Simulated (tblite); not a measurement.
# C5H8AlF3O: geometry relaxation (part 1 of 4)

- system: C5H8AlF3O
- method: GFN2-xTB geometry optimisation, gas phase (tblite 0.8.0)

It belongs to a series of runs on one base structure; here: H on C replaced by CF=CF2.

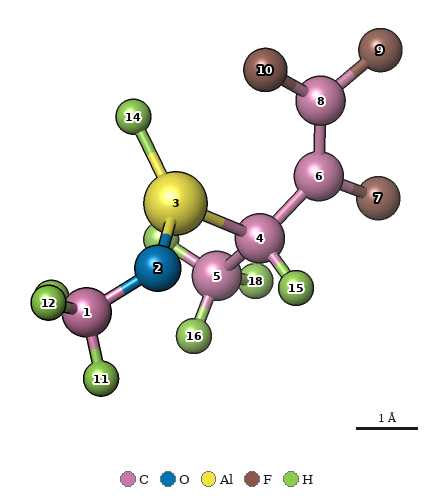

Fig. 1: The input geometry (ball-and-stick view, seen at a tilt; atoms are numbered from 1 in the order of the input). Sticks mark near contacts.

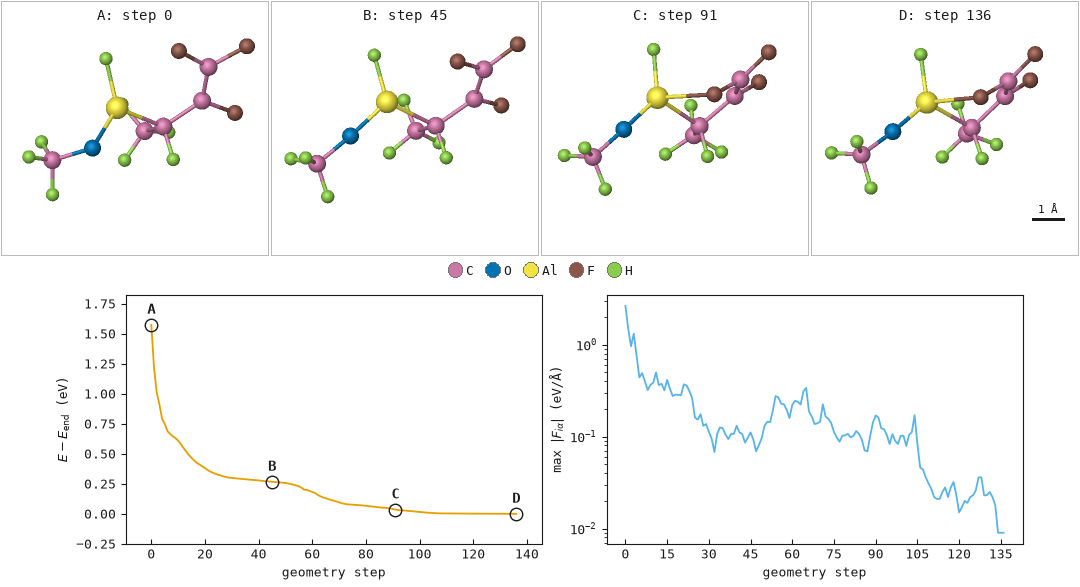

Fig. 2: Frames of the relaxation (ball-and-stick view, seen at a tilt) above the curves, on which the letters mark them (steps are counted from 0).

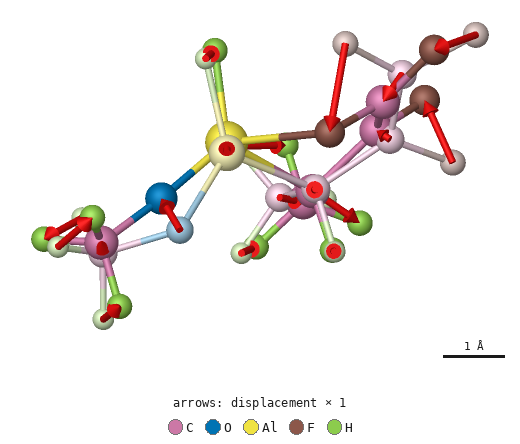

Fig. 3: Start (faint) and end (solid) with the displacements as red arrows, at true length (ball-and-stick view, seen at a tilt). The two geometries are laid on each other by the best rigid fit. Over 136 geometry steps the energy falls by 1.574 eV. The largest force component goes from 2.6 to 0.009 eV/Å. F10 moves most after the best rigid fit: 1.55 Å. Largest moves by element: F 1.55 Å, H 1.16 Å, O 0.83 Å, C 0.67 Å, Al 0.37 Å. Distances before and after: Al3–F10 2.681 → 2.090 Å, O2–Al3 1.829 → 1.637 Å, Al3–C4 1.991 → 2.075 Å, Al3–H14 1.597 → 1.526 Å. New bonds form: Al3–F10 (2.68 → 2.09 Å). Among the angles that change: C1–O2–Al3 113.6° → 176.1°, Al3–C4–C6 115.6° → 94.9°, Al3–C4–C5 107.3° → 126.3°. (Atoms are counted from 1 in the order of the input.)

The input and output of the run follow.

Input:
```
{"job": {"kind": "relax", "xc": "GFN2-xTB", "basis": "xTB"}, "charge": 0, "multiplicity": 1}
C      3.224700    -0.450800    -0.135000
O      2.165800    -0.500000     0.755400
Al     0.555800    -0.850400    -0.038900
C     -0.726400     0.661400    -0.222100
C     -0.646100     1.144900    -1.641400
C     -2.092600     0.389600     0.230600
F     -3.004100     1.413500     0.126900
C     -2.529900    -0.750200     0.741300
F     -3.853600    -0.831700     1.110600
F     -1.743800    -1.855700     0.902700
H      3.665900     0.579200    -0.136000
H      4.041300    -1.135400     0.173000
H      2.912900    -0.689800    -1.164800
H      0.117400    -2.342900    -0.399700
H     -0.340200     1.495400     0.443000
H      0.308300     1.698500    -1.763100
H     -0.560900     0.261700    -2.330300
H     -1.503100     1.768900    -1.928500
```

The first line tells a small driver script what to run in tblite; the rest is the geometry in Å.

Run as:
```bash
OMP_NUM_THREADS=1 python <driver script> task.json out
```

What the program printed:
```
step      E/eV     max force
  0    -927.69229    2.868
  1    -928.04987    1.795
  2    -928.25593    1.317
  3    -928.35424    1.425
  4    -928.47385    0.936
  5    -928.51751    0.611
  6    -928.57762    0.566
  7    -928.60186    0.421
  8    -928.62197    0.393
  9    -928.63580    0.402
 10    -928.65794    0.428
 11    -928.68593    0.510
 12    -928.71807    0.439
 13    -928.74795    0.490
 14    -928.77604    0.429
 15    -928.80078    0.473
 16    -928.82368    0.359
 17    -928.84235    0.363
 18    -928.85676    0.351
 19    -928.87092    0.323
 20    -928.88609    0.329
 21    -928.90183    0.412
 22    -928.91519    0.363
 23    -928.92538    0.314
 24    -928.93351    0.261
 25    -928.94242    0.170
 26    -928.94765    0.185
 27    -928.95574    0.187
 28    -928.96123    0.158
 29    -928.96521    0.157
 30    -928.96793    0.157
 31    -928.97032    0.138
 32    -928.97226    0.112
 33    -928.97390    0.114
 34    -928.97560    0.134
 35    -928.97788    0.129
 36    -928.98062    0.118
 37    -928.98301    0.099
 38    -928.98474    0.111
 39    -928.98643    0.115
 40    -928.98867    0.153
 41    -928.99144    0.141
 42    -928.99402    0.128
 43    -928.99596    0.121
 44    -928.99776    0.107
 45    -929.00007    0.140
 46    -929.00241    0.118
 47    -929.00410    0.081
 48    -929.00521    0.097
 49    -929.00677    0.106
 50    -929.00953    0.145
 51    -929.01392    0.186
 52    -929.01902    0.192
 53    -929.02447    0.220
 54    -929.02910    0.307
 55    -929.03825    0.306
 56    -929.04973    0.304
 57    -929.06628    0.300
 58    -929.06816    0.237
 59    -929.07588    0.185
 60    -929.08426    0.286
 61    -929.09293    0.311
 62    -929.10925    0.323
 63    -929.12060    0.286
 64    -929.13049    0.351
 65    -929.13553    0.466
 66    -929.14484    0.201
 67    -929.15107    0.185
 68    -929.15760    0.176
 69    -929.16408    0.180
 70    -929.17170    0.176
 71    -929.17888    0.237
 72    -929.18351    0.179
 73    -929.18734    0.164
 74    -929.18878    0.153
 75    -929.19044    0.126
 76    -929.19216    0.099
 77    -929.19426    0.118
 78    -929.19561    0.127
 79    -929.19740    0.149
 80    -929.20012    0.146
 81    -929.20268    0.127
 82    -929.20525    0.133
 83    -929.20804    0.119
 84    -929.21093    0.123
 85    -929.21318    0.096
 86    -929.21471    0.089
 87    -929.21609    0.093
 88    -929.21819    0.105
 89    -929.22175    0.143
 90    -929.22658    0.170
 91    -929.23116    0.161
 92    -929.23511    0.124
 93    -929.23742    0.153
 94    -929.23816    0.121
 95    -929.24076    0.100
 96    -929.24268    0.124
 97    -929.24484    0.127
 98    -929.24719    0.117
 99    -929.24962    0.111
100    -929.25216    0.107
101    -929.25438    0.084
102    -929.25626    0.108
103    -929.25768    0.115
104    -929.25840    0.246
105    -929.26053    0.102
106    -929.26183    0.055
107    -929.26273    0.053
108    -929.26314    0.044
109    -929.26337    0.032
110    -929.26352    0.027
111    -929.26365    0.023
112    -929.26379    0.028
113    -929.26395    0.027
114    -929.26415    0.036
115    -929.26436    0.039
116    -929.26456    0.031
117    -929.26475    0.030
118    -929.26492    0.034
119    -929.26506    0.024
120    -929.26515    0.018
121    -929.26522    0.019
122    -929.26530    0.023
123    -929.26539    0.024
124    -929.26551    0.025
125    -929.26562    0.026
126    -929.26574    0.030
127    -929.26589    0.041
128    -929.26605    0.040
129    -929.26620    0.030
130    -929.26632    0.025
131    -929.26644    0.027
132    -929.26656    0.027
133    -929.26666    0.020
134    -929.26672    0.012
135    -929.26675    0.010
136    -929.26676    0.010
```

Trajectory as extended XYZ (Å, eV, eV/Å), 45 of the 137 frames kept, from step=0 to step=136:
```
18
Properties=species:S:1:pos:R:3:forces:R:3 step=0 energy=-927.69229
C     3.2247   -0.4508   -0.1350    1.4770   0.6390  -0.2810
O     2.1658   -0.5000    0.7554   -2.6400  -0.5340  -0.9840
Al    0.5558   -0.8504   -0.0389    1.3700  -1.1490   1.8130
C    -0.7264    0.6614   -0.2221    0.6550   0.4990   1.5520
C    -0.6461    1.1449   -1.6414    0.5580  -0.0430  -1.6430
C    -2.0926    0.3896    0.2306   -0.3920   0.3180  -0.1340
F    -3.0041    1.4135    0.1269    0.4910  -0.5540   0.0360
C    -2.5299   -0.7502    0.7413   -1.1730  -0.0370   0.2400
F    -3.8536   -0.8317    1.1106    1.6100  -0.7760  -0.1090
F    -1.7438   -1.8557    0.9027   -1.2170   1.0890   0.1460
H     3.6659    0.5792   -0.1360   -0.2610  -0.5460  -0.0600
H     4.0413   -1.1354    0.1730   -0.4270   0.1120  -0.1370
H     2.9129   -0.6898   -1.1648    0.2420  -0.0540   0.0360
H     0.1174   -2.3429   -0.3997    0.7250   0.7520  -0.2800
H    -0.3402    1.4954    0.4430   -0.4080  -0.2820  -0.3680
H     0.3083    1.6985   -1.7631   -0.5770  -0.0670  -0.0770
H    -0.5609    0.2617   -2.3303   -0.3930   0.7400   0.2860
H    -1.5031    1.7689   -1.9285    0.3610  -0.1070  -0.0360
18
Properties=species:S:1:pos:R:3:forces:R:3 step=3 energy=-928.35424
C     3.2519   -0.4364   -0.1436   -0.3930  -0.1620   0.0200
O     2.0752   -0.5249    0.6762    0.9350   0.0550  -0.5040
Al    0.5929   -0.9125    0.0643   -1.3140  -0.2590   0.4860
C    -0.6961    0.6647   -0.1831    0.2020  -0.2180  -0.3490
C    -0.6291    1.1421   -1.6706   -0.0110  -0.1100   0.6320
C    -2.0905    0.3987    0.2234    0.0110  -0.4020   0.1570
F    -2.9891    1.4000    0.1254   -0.0840   0.3850  -0.1480
C    -2.5618   -0.7302    0.7381    0.3940   0.9010  -0.4430
F    -3.8065   -0.8876    1.1189   -0.6280  -0.4960   0.3190
F    -1.8053   -1.8082    0.9153    0.1400  -0.3390   0.2090
H     3.6571    0.5692   -0.1347   -0.0310   0.2090   0.1380
H     4.0231   -1.1353    0.1733   -0.0820  -0.0860   0.1980
H     2.9378   -0.6893   -1.1587    0.4010   0.0320  -0.1670
H     0.1650   -2.3000   -0.4174    0.4170   0.0700  -0.2000
H    -0.3570    1.5025    0.4354   -0.0130   0.3230   0.0810
H     0.2894    1.7041   -1.7754    0.1260   0.1820  -0.2220
H    -0.5828    0.2852   -2.3300   -0.1390  -0.1140  -0.2140
H    -1.4828    1.7641   -1.9333    0.0690   0.0280   0.0070
18
Properties=species:S:1:pos:R:3:forces:R:3 step=6 energy=-928.57762
C     3.2555   -0.4376   -0.1601    0.0460  -0.0380  -0.0890
O     2.0669   -0.5454    0.5795   -0.4030  -0.1350  -0.0840
Al    0.4983   -0.9561    0.2003    0.2060   0.0710   0.0240
C    -0.6735    0.6601   -0.1765   -0.4900   0.1730   0.2240
C    -0.6136    1.1298   -1.6462    0.0010   0.0960  -0.3040
C    -2.0880    0.4138    0.2181   -0.3250   0.0140   0.1090
F    -2.9761    1.4342    0.1029    0.1410   0.1100  -0.1360
C    -2.5825   -0.7024    0.7290   -0.0020  -0.3260   0.1610
F    -3.8163   -0.9611    1.1448    0.0240   0.1860  -0.1150
F    -1.8206   -1.7988    0.9414    0.3190   0.2150  -0.0460
H     3.6464    0.5805   -0.1161   -0.0110  -0.0270   0.0930
H     4.0037   -1.1439    0.1992    0.0290   0.0300   0.1200
H     3.0069   -0.6856   -1.1894    0.3370   0.0530  -0.2360
H     0.2371   -2.2891   -0.4595    0.0100  -0.2120  -0.0460
H    -0.3695    1.5325    0.4331    0.0190  -0.0040  -0.0460
H     0.2881    1.7206   -1.8067    0.0260  -0.1630   0.0000
H    -0.6102    0.2924   -2.3454    0.0620  -0.0250   0.1290
H    -1.4611    1.7622   -1.9248    0.0110  -0.0170   0.2410
18
Properties=species:S:1:pos:R:3:forces:R:3 step=9 energy=-928.63580
C     3.2582   -0.4418   -0.1708   -0.0410  -0.0230   0.0440
O     2.0459   -0.5618    0.5407    0.1070  -0.0370  -0.2870
Al    0.4732   -0.9600    0.2300   -0.0170  -0.1680  -0.3650
C    -0.7053    0.6707   -0.1633    0.1210  -0.1380  -0.0320
C    -0.6123    1.1295   -1.6500   -0.1080  -0.0580   0.2180
C    -2.1169    0.4179    0.2276    0.0790   0.0980  -0.0390
F    -2.9661    1.4587    0.0826   -0.1920  -0.0370  -0.0010
C    -2.5881   -0.7121    0.7377    0.0230   0.2260  -0.0400
F    -3.8232   -0.9661    1.1427   -0.0040  -0.0760  -0.0100
F    -1.7852   -1.7821    0.9465    0.0930   0.2160   0.0190
H     3.6404    0.5796   -0.0996   -0.0370  -0.0610   0.0710
H     3.9995   -1.1423    0.2199   -0.0310   0.0560   0.0400
H     3.0634   -0.6785   -1.2214    0.2120   0.0550   0.0790
H     0.2571   -2.3092   -0.4736   -0.0330   0.0550   0.1230
H    -0.3734    1.5423    0.4288   -0.1180   0.0190   0.0090
H     0.2942    1.7092   -1.8152    0.0190  -0.1430   0.0910
H    -0.6116    0.2880   -2.3387    0.0010  -0.0690   0.0750
H    -1.4586    1.7644   -1.9005   -0.0730   0.0850   0.0060
18
Properties=species:S:1:pos:R:3:forces:R:3 step=12 energy=-928.71807
C     3.2659   -0.4512   -0.1834    0.3240   0.1110  -0.0540
O     2.0130   -0.6032    0.4061    0.1400  -0.0250  -0.1900
Al    0.4414   -1.0013    0.1952   -0.2560   0.2910  -0.2060
C    -0.7360    0.6649   -0.1380    0.3630   0.1020  -0.0860
C    -0.6317    1.1185   -1.6238    0.0760  -0.1010   0.0680
C    -2.1526    0.4514    0.2341    0.1390   0.0950  -0.1100
F    -2.9918    1.4874    0.0476   -0.2340  -0.0520   0.0290
C    -2.5957   -0.6840    0.7479   -0.0910   0.2510  -0.0450
F    -3.8256   -0.9913    1.1336    0.1510  -0.2050   0.0440
F    -1.7075   -1.6930    0.9596   -0.1820  -0.0030   0.1320
H     3.6229    0.5670   -0.0536    0.0320   0.2160   0.0820
H     3.9879   -1.1290    0.2663    0.0660  -0.1380   0.0770
H     3.2106   -0.6543   -1.2578   -0.0040  -0.0410   0.1200
H     0.2787   -2.3373   -0.4709   -0.2300  -0.3160  -0.0700
H    -0.4078    1.5588    0.4237   -0.0400  -0.1010   0.1100
H     0.3034    1.6521   -1.8031   -0.1090  -0.0070   0.2000
H    -0.6181    0.2676   -2.3040   -0.2750   0.0060   0.0470
H    -1.4659    1.7833   -1.8559    0.1300  -0.0840  -0.1500
18
Properties=species:S:1:pos:R:3:forces:R:3 step=15 energy=-928.80078
C     3.3074   -0.4468   -0.1927    0.0530   0.0400   0.0710
O     2.0008   -0.6440    0.2536   -0.0180  -0.0070  -0.1490
Al    0.4090   -1.0093    0.1119    0.2240  -0.0280  -0.0060
C    -0.7360    0.6716   -0.1231   -0.4130   0.2050   0.1040
C    -0.6446    1.1010   -1.5964    0.0760   0.0880  -0.2110
C    -2.1688    0.4943    0.2256   -0.2200  -0.0780   0.0500
F    -3.0464    1.4984    0.0211    0.1110   0.0250  -0.0830
C    -2.6029   -0.6336    0.7536    0.1130  -0.2660   0.0900
F    -3.8048   -1.0339    1.1280    0.0360   0.0120   0.0250
F    -1.6672   -1.6032    0.9875   -0.1760  -0.1410   0.1300
H     3.6131    0.5809   -0.0019    0.0760   0.0790   0.0400
H     3.9873   -1.1311    0.3152    0.0470  -0.0150   0.0380
H     3.3436   -0.6358   -1.2664    0.1200   0.0060  -0.0070
H     0.2542   -2.3983   -0.4675   -0.3070  -0.0660  -0.0280
H    -0.4388    1.5638    0.4399    0.2470   0.1080   0.1930
H     0.3030    1.5980   -1.7616    0.1460   0.1550  -0.0430
H    -0.6611    0.2446   -2.2648   -0.2380  -0.0620  -0.0610
H    -1.4565    1.7896   -1.8385    0.1220  -0.0570  -0.1530
18
Properties=species:S:1:pos:R:3:forces:R:3 step=19 energy=-928.87092
C     3.3464   -0.4373   -0.1926   -0.0210  -0.0240  -0.0480
O     2.0066   -0.6660    0.1302    0.0550   0.0320  -0.0290
Al    0.4096   -1.0148    0.0422   -0.1120   0.0490   0.0040
C    -0.7719    0.7033   -0.1034    0.2840  -0.1390  -0.0650
C    -0.6421    1.1008   -1.5969   -0.0760   0.0350   0.1220
C    -2.2050    0.5062    0.2308    0.1780  -0.0730   0.0690
F    -3.0763    1.5063   -0.0096   -0.0210  -0.1420   0.0040
C    -2.5996   -0.6335    0.7708   -0.1240   0.0330   0.0140
F    -3.7951   -1.0621    1.1331   -0.1360   0.0200   0.0510
F    -1.6660   -1.5842    1.0349   -0.0100  -0.1040   0.0700
H     3.6214    0.5964    0.0391    0.0110  -0.1220   0.0000
H     3.9941   -1.1291    0.3536   -0.0390   0.0910   0.0200
H     3.4593   -0.6178   -1.2638    0.2110   0.0880   0.0240
H     0.1692   -2.4411   -0.4663   -0.1660   0.2130   0.0380
H    -0.4221    1.5766    0.4802   -0.0800  -0.1100  -0.0970
H     0.3243    1.5819   -1.7452   -0.0740  -0.1410  -0.1430
H    -0.7291    0.2244   -2.2455    0.1020   0.1250   0.0710
H    -1.4324    1.7962   -1.8679    0.0150   0.1680  -0.1050
```
